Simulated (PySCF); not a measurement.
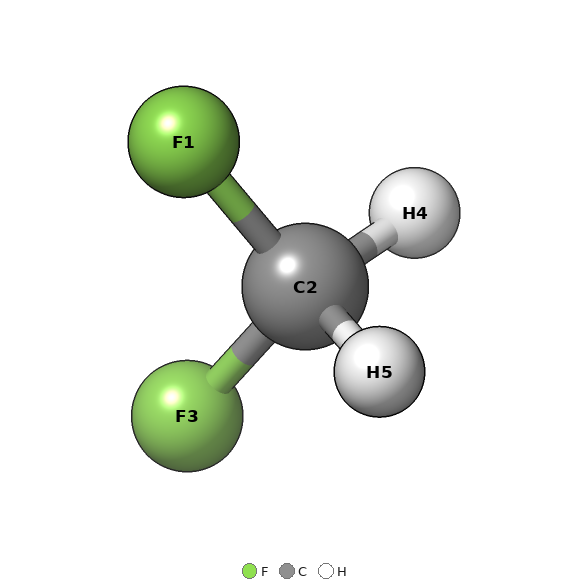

Computed geometry: GFN2-xTB optimisation. No frequency run is at hand to confirm it as a minimum. Properties computed with B3LYP/pcJ-1 indirect spin-spin coupling, non-relativistic, gas phase (PySCF 2.14.0). Isotopes: 13C, 19F, 1H.

Give the spin–spin coupling constants of these pairs, with the number of bonds between them: F1/C2, C2/H5, C2/H4, C2/F3, F1/F3, F1/H5, F3/H5, F3/H4.

| pair | bonds apart | J (Hz) |
| --- | --- | --- |
| F1, C2 | 1 | −301.8 |
| C2, H5 | 1 | 184.2 |
| C2, H4 | 1 | 184.2 |
| C2, F3 | 1 | −301.8 |
| F1, F3 | 2 | 315.0 |
| F1, H5 | 2 | 55.8 |
| F3, H5 | 2 | 55.8 |
| F3, H4 | 2 | 55.8 |

Density functionals are unreliable for couplings to fluorine, so those rows may be far off.
